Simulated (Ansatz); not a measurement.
# Nudged elastic band, with input and output: SiH4O

System: SiH4O.
Method: RKS PBE/def2-SVP (Ansatz 0.2.0).

It belongs to a series of runs on one base structure; here: band between the two ends. Figures and captions count atoms from 1; the log counts them from 0 in places.

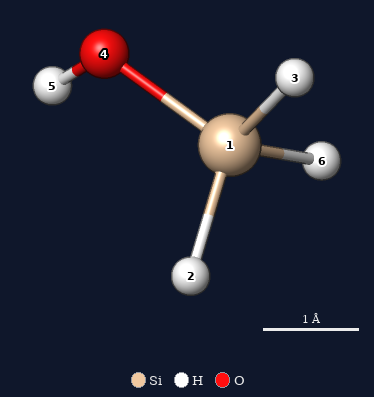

**Figure 1.** The starting structure (ball-and-stick view, seen at a tilt; atoms are numbered from 1 in the order of the input).

Input file:
```yaml
crystal:
  periodic: [false, false, false]
  atoms:
    - { symbol: Si, position_ang: [0.181992, -0.023583, 0.108202] }
    - { symbol: H, position_ang: [0.093015, 0.037184, 1.613938] }
    - { symbol: H, position_ang: [1.61646, 0.089192, -0.309529] }
    - { symbol: O, position_ang: [-0.610659, 1.261749, -0.634075] }
    - { symbol: H, position_ang: [-1.564746, 1.318136, -0.453761] }
    - { symbol: H, position_ang: [-0.362063, -1.363081, -0.325875] }
basis:
  gaussian: { orbitals: def2-SVP }
hamiltonian:
  xc: pbe
neb:
  order_check: false
  images: 5
  f_tol: 0.05
  max_iterations: 60
  spring: 0.5
  final_atoms:
    - { symbol: Si, position_ang: [0.16529127, -0.07127941, -0.96675429] }
    - { symbol: H, position_ang: [0.93368296, -0.16675063, 1.42600378] }
    - { symbol: H, position_ang: [1.44464016, 0.11528123, 0.90434949] }
    - { symbol: O, position_ang: [-0.8364647, 1.29044478, -0.89241698] }
    - { symbol: H, position_ang: [-1.65960725, 1.20797895, -0.37631433] }
    - { symbol: H, position_ang: [-0.69354345, -1.05607792, -0.09596767] }
  initial_path:
    images:
      - { positions_ang: [[0.181992, -0.023583, 0.108202], [0.093015, 0.037184, 1.613938], [1.61646, 0.089192, -0.309529], [-0.610659, 1.261749, -0.634075], [-1.564746, 1.318136, -0.453761], [-0.362063, -1.363081, -0.325875]] }
      - { positions_ang: [[0.12122828, -0.0157706, 0.07228267], [0.39709869, 0.02617762, 1.51634719], [1.60587888, 0.05940243, -0.04169697], [-0.67121793, 1.29764264, -0.60976766], [-1.62698878, 1.25842313, -0.56187349], [-0.47200015, -1.30627822, -0.37639174]] }
      - { positions_ang: [[0.06046456, -0.0079582, 0.03636334], [0.70118239, 0.01517125, 1.41875639], [1.59529776, 0.02961286, 0.22613506], [-0.73177686, 1.33353628, -0.58546032], [-1.68923155, 1.19871026, -0.66998598], [-0.58193729, -1.24947544, -0.42690848]] }
      - { positions_ang: [[-0.00029916, -0.0001458, 0.00044401], [1.00526608, 0.00416487, 1.32116558], [1.58471663, -0.00017671, 0.49396709], [-0.79233579, 1.36942992, -0.56115299], [-1.75147433, 1.13899739, -0.77809847], [-0.69187444, -1.19267267, -0.47742523]] }
      - { positions_ang: [[0.05489765, -0.023857, -0.32195542], [0.98140504, -0.05280696, 1.35611165], [1.53802448, 0.03830927, 0.63076122], [-0.80704542, 1.34310154, -0.67157432], [-1.72085197, 1.16199124, -0.64417042], [-0.69243077, -1.14714109, -0.35027271]] }
      - { positions_ang: [[0.11009446, -0.04756821, -0.64435486], [0.957544, -0.10977879, 1.39105771], [1.49133232, 0.07679525, 0.76755535], [-0.82175506, 1.31677316, -0.78199565], [-1.69022961, 1.18498509, -0.51024237], [-0.69298711, -1.10160951, -0.22312019]] }
      - { positions_ang: [[0.16529127, -0.07127941, -0.96675429], [0.93368296, -0.16675063, 1.42600378], [1.44464016, 0.11528123, 0.90434949], [-0.8364647, 1.29044478, -0.89241698], [-1.65960725, 1.20797895, -0.37631433], [-0.69354345, -1.05607792, -0.09596767]] }
```

Launch command:
```bash
ansatz run input.yaml --threads 1 --pin off --max-ram 2048MiB --backend cpu --events-out ev --progress --plain --runs-dir out
```

Output:
```
Engine: ansatz 0.2.0, aarch64-unknown-linux-gnu
Functional definition: PBE
  parameter kappa = 0.804
  parameter beta = 0.06672455060314922
  exchange = pbe_x(kappa = kappa, mu = beta*pi^2/3)
  correlation = pbe_c(beta = beta)
571 factors; their error is unknown
mean field evaluation 1: about -9975.0070 eV, gradient 5.2e1 eV
mean field evaluation 2: about -9949.1849 eV, gradient 1.2e2 eV
mean field evaluation 4: about -9979.7587 eV, gradient 2.5e0 eV
mean field evaluation 8: about -9979.7430 eV, gradient 2.7e-2 eV
mean field -9979.74305097 eV, -366.7487926104 hartree, gradient 2.6e-5 eV, S^2 0.000000; 0 other end points of the search recorded, 0 dependent functions left out
the calculation of the forces begins
reference -9979.74307949 eV, -366.7487936586 hartree; 13, 13 occupied and 39, 39 virtual orbitals, 571 factors
571 factors; their error is unknown
mean field evaluation 16: about -9922.6862 eV, gradient 1.5e2 eV
mean field -9977.80484928 eV, -366.6775650121 hartree, gradient 6.0e-5 eV, S^2 0.000000; 0 other end points of the search recorded, 0 dependent functions left out
[... from here on the field's lines of each further geometry are left out, up to the last ...]
NEB iter   1: max|band force component| = 5.367e0 eV/Å  barrier→ = 3.9372 eV  barrier← = 1.9990 eV  Δτ_max = 0.2000 Å  (165 SCF iters)
NEB iter   2: max|band force component| = 2.681e0 eV/Å  barrier→ = 2.8554 eV  barrier← = 0.9172 eV  Δτ_max = 0.2000 Å  (144 SCF iters)
NEB iter   3: max|band force component| = 2.412e0 eV/Å  barrier→ = 2.6339 eV  barrier← = 0.6957 eV  Δτ_max = 0.2000 Å  (131 SCF iters)
NEB iter   4: max|band force component| = 2.282e0 eV/Å  barrier→ = 2.5287 eV  barrier← = 0.5905 eV  Δτ_max = 0.1958 Å  (129 SCF iters)
NEB iter   5: max|band force component| = 1.721e0 eV/Å  barrier→ = 2.5468 eV  barrier← = 0.6086 eV  Δτ_max = 0.1131 Å  (132 SCF iters)
NEB iter   6: max|band force component| = 6.492e-1 eV/Å  barrier→ = 2.4356 eV  barrier← = 0.4974 eV  Δτ_max = 0.0693 Å  (135 SCF iters)
NEB iter   7: max|band force component| = 7.962e-1 eV/Å  barrier→ = 2.3668 eV  barrier← = 0.4286 eV  CI = image 4  Δτ_max = 0.2000 Å  (128 SCF iters)
NEB iter   8: max|band force component| = 4.388e-1 eV/Å  barrier→ = 2.5150 eV  barrier← = 0.5768 eV  CI = image 4  Δτ_max = 0.0875 Å  (138 SCF iters)
NEB iter   9: max|band force component| = 2.368e-1 eV/Å  barrier→ = 2.5060 eV  barrier← = 0.5678 eV  CI = image 4  Δτ_max = 0.0584 Å  (131 SCF iters)
NEB iter  10: max|band force component| = 1.110e-1 eV/Å  barrier→ = 2.5017 eV  barrier← = 0.5635 eV  CI = image 4  Δτ_max = 0.1115 Å  (131 SCF iters)
NEB iter  11: max|band force component| = 3.923e-1 eV/Å  barrier→ = 2.5009 eV  barrier← = 0.5627 eV  CI = image 4  Δτ_max = 0.0576 Å  (131 SCF iters)
NEB iter  12: max|band force component| = 1.117e-1 eV/Å  barrier→ = 2.5008 eV  barrier← = 0.5626 eV  CI = image 4  Δτ_max = 0.0547 Å  (134 SCF iters)
NEB iter  13: max|band force component| = 2.409e-1 eV/Å  barrier→ = 2.5007 eV  barrier← = 0.5625 eV  CI = image 4  Δτ_max = 0.0273 Å  (107 SCF iters)
NEB iter  14: max|band force component| = 5.243e-1 eV/Å  barrier→ = 2.5007 eV  barrier← = 0.5625 eV  CI = image 4  Δτ_max = 0.0136 Å  (102 SCF iters)
NEB iter  15: max|band force component| = 1.935e-1 eV/Å  barrier→ = 2.5007 eV  barrier← = 0.5625 eV  CI = image 4  Δτ_max = 0.0273 Å  (101 SCF iters)
NEB iter  16: max|band force component| = 9.900e-2 eV/Å  barrier→ = 2.5007 eV  barrier← = 0.5625 eV  CI = image 4  Δτ_max = 0.0228 Å  (97 SCF iters)
NEB iter  17: max|band force component| = 6.295e-2 eV/Å  barrier→ = 2.5007 eV  barrier← = 0.5625 eV  CI = image 4  Δτ_max = 0.0138 Å  (92 SCF iters)
the calculation of the forces begins
reference -9977.75222233 eV, -366.6756310073 hartree; 13, 13 occupied and 39, 39 virtual orbitals, 571 factors
571 factors; their error is unknown
mean field evaluation 736: about -9977.2424 eV, gradient 4.7e-3 eV
mean field -9977.24239775 eV, -366.6568952997 hartree, gradient 3.1e-5 eV, S^2 0.000000; 1 other end points of the search recorded, 0 dependent functions left out
the calculation of the forces begins
reference -9977.24242643 eV, -366.6568963534 hartree; 13, 13 occupied and 39, 39 virtual orbitals, 571 factors
NEB iter  18: max|band force component| = 3.211e-2 eV/Å  barrier→ = 2.5007 eV  barrier← = 0.5625 eV  CI = image 4  Δτ_max = 0.0000 Å  (212 SCF iters)
```

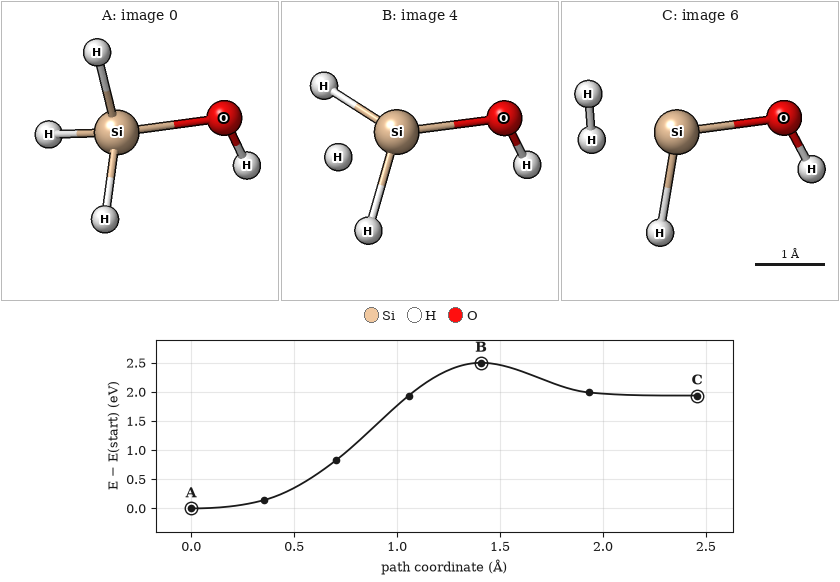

**Figure 2.** Images of the last band (counted from 0; ball-and-stick, seen at a tilt) above the energy along the path; the line is a cubic interpolation that uses the forces. The highest image is number 4, 2.501 eV above the start and 0.562 eV above the end (the climbing image); the end lies 1.938 eV above the start. The path is 2.46 Å long. The band converged in 18 iterations.

```
Total energy: -9977.24242643 eV, -366.6568963534 hartree
Atom 0 at     0.278339    -0.053744    -0.541190 Å, force     0.000207    -0.000246    -0.000024 eV/Å
Atom 1 at     0.411830    -0.099116     1.177797 Å, force     0.000012     0.000029    -0.000072 eV/Å
Atom 2 at     1.382984     0.181124     0.501113 Å, force    -0.000099    -0.000004     0.000049 eV/Å
Atom 3 at    -0.732091     1.274796    -0.790584 Å, force     0.000168     0.000163    -0.000246 eV/Å
Atom 4 at    -1.530769     1.318027    -0.236497 Å, force    -0.000300     0.000017     0.000269 eV/Å
Atom 5 at    -0.456295    -1.301490    -0.111738 Å, force     0.000012     0.000041     0.000024 eV/Å
Dipole moment:    -0.197134    -0.043235     0.226942 e Å
this run last wrote the band of iteration 18 to [file]
```

The last band as extended XYZ (Å, eV, eV/Å):
```
6
Properties=species:S:1:pos:R:3:forces:R:3 image=0 energy=-9979.74305
Si    0.1820   -0.0236    0.1082    0.0102  -0.0003  -0.0015
H     0.0930    0.0372    1.6139   -0.0014   0.0006   0.0000
H     1.6165    0.0892   -0.3095   -0.0039  -0.0012   0.0018
O    -0.6107    1.2617   -0.6341   -0.0050   0.0014   0.0001
H    -1.5647    1.3181   -0.4538    0.0015   0.0002  -0.0001
H    -0.3621   -1.3631   -0.3259   -0.0014  -0.0007  -0.0003
6
Properties=species:S:1:pos:R:3:forces:R:3 image=1 energy=-9979.60168
Si    0.1718   -0.0391    0.0082   -0.0155   0.0025   0.4569
H     0.1093    0.0407    1.4935   -0.3809   0.1470   0.4610
H     1.6476    0.1374   -0.1299    0.0751  -0.0964  -0.6539
O    -0.6795    1.1935   -0.7698    0.1256  -0.0851   0.1507
H    -1.5074    1.3862   -0.2933   -0.0176   0.0722  -0.1372
H    -0.3877   -1.3991   -0.3098    0.2134  -0.0403  -0.2775
6
Properties=species:S:1:pos:R:3:forces:R:3 image=2 energy=-9978.91381
Si    0.1805   -0.0364   -0.1359   -0.2712   0.1137   1.5488
H     0.2087   -0.0235    1.3491   -0.9139   0.2795   0.9190
H     1.6224    0.1765    0.1071    0.7290  -0.0342  -1.4965
O    -0.7111    1.2288   -0.8139    0.1746  -0.2113   0.0360
H    -1.5039    1.3591   -0.2572    0.0447   0.1240  -0.1936
H    -0.4426   -1.3849   -0.2503    0.2368  -0.2718  -0.8137
6
Properties=species:S:1:pos:R:3:forces:R:3 image=3 energy=-9977.80625
Si    0.2234   -0.0391   -0.3297   -0.3915   0.1470   1.8116
H     0.3052   -0.0809    1.2350   -1.0232   0.1335   0.5316
H     1.5264    0.1942    0.3215    1.1471   0.1325  -1.3344
O    -0.7319    1.2657   -0.8057    0.0680  -0.0705  -0.1714
H    -1.5194    1.3313   -0.2321    0.0954   0.0826  -0.0986
H    -0.4497   -1.3515   -0.1900    0.1043  -0.4251  -0.7388
6
Properties=species:S:1:pos:R:3:forces:R:3 image=4 energy=-9977.24240
Si    0.2783   -0.0537   -0.5412    0.0002  -0.0002   0.0000
H     0.4118   -0.0991    1.1778    0.0000   0.0000  -0.0001
H     1.3830    0.1811    0.5011   -0.0001   0.0000   0.0000
O    -0.7321    1.2748   -0.7906    0.0002   0.0002  -0.0002
H    -1.5308    1.3180   -0.2365   -0.0003   0.0000   0.0003
H    -0.4563   -1.3015   -0.1117    0.0000   0.0000   0.0000
6
Properties=species:S:1:pos:R:3:forces:R:3 image=5 energy=-9977.75219
Si    0.2577   -0.0849   -0.8546   -0.0231  -0.0109  -0.2403
H     0.6640   -0.1114    1.1958    0.2220  -0.0044  -0.0165
H     1.2906    0.1598    0.7473   -0.0898  -0.0227   0.2341
O    -0.7503    1.2739   -0.7918   -0.0053  -0.0228   0.0099
H    -1.5608    1.2390   -0.2535   -0.0344  -0.0442  -0.0191
H    -0.5471   -1.1568   -0.0444   -0.0694   0.1050   0.0319
6
Properties=species:S:1:pos:R:3:forces:R:3 image=6 energy=-9977.80485
Si    0.1653   -0.0713   -0.9668   -0.0037   0.0005  -0.0017
H     0.9337   -0.1668    1.4260    0.0130   0.0079  -0.0109
H     1.4446    0.1153    0.9043   -0.0092  -0.0054   0.0165
O    -0.8365    1.2904   -0.8924   -0.0060  -0.0043   0.0008
H    -1.6596    1.2080   -0.3763    0.0074   0.0027  -0.0005
H    -0.6935   -1.0561   -0.0960   -0.0015  -0.0015  -0.0043
```

Results in brief:

| quantity | value |
| --- | --- |
| outcome | converged |
| barrier, forward | 2.501 eV |
| barrier, backward | 0.562 eV |
| hardware | 1 thread of Arm Neoverse V2, 24 GiB of memory available, shared host |
| wall time | 66 s |
| peak memory | 0.078 GiB |

Remarks:

The order of the saddle point was not checked.
